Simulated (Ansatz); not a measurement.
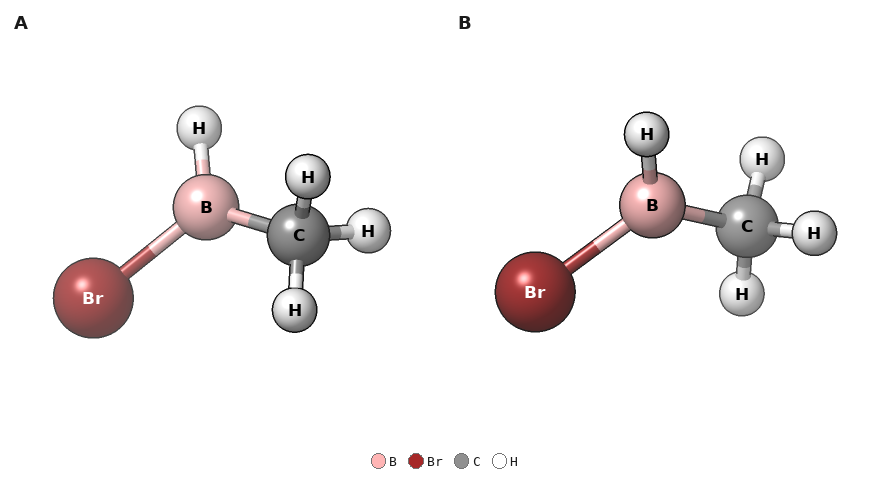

Atoms fade into the background with distance from the viewer. Computed geometry: PBE0-D4/def2-TZVP optimisation.

> How are A and B related: the same structure turned, mirror images, conformers, diastereomers or constitutional isomers?

They are the same structure, CH4BBr, seen from two directions. With point group Cs it is achiral, so its mirror image would be the same too.
